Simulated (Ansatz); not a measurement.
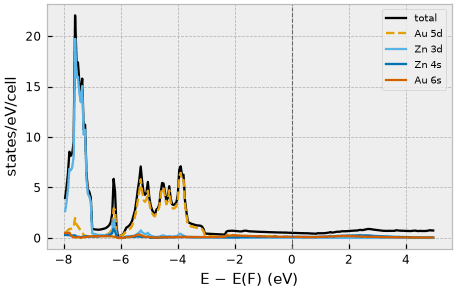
*Total and projected density of states of ZnAu (CsCl type, Pm-3m), the program Ansatz at the PBE level (PAW)*

Question: Which orbitals carry the states next to the Fermi level?

Answer: Within 0.5 eV of the Fermi level: Zn 4s 21 %, Au 6s 21 %, Au 5d 13 %, outside the projected shells 44 %. Projections are on Löwdin-orthogonalised atomic valence shells; empty p or d shells of many metals are not among them.

Question: Where is the tallest occupied peak in this window, and what makes it?

Answer: Near -7.6 eV, about 22 states/eV per cell; the largest projected share is Zn 3d.

Symmetry was held in the PBE relaxation. Scalar-relativistic: spin–orbit coupling is off unless named, which matters more the heavier the elements.

Potentials: the later of the program's two PAW sets.
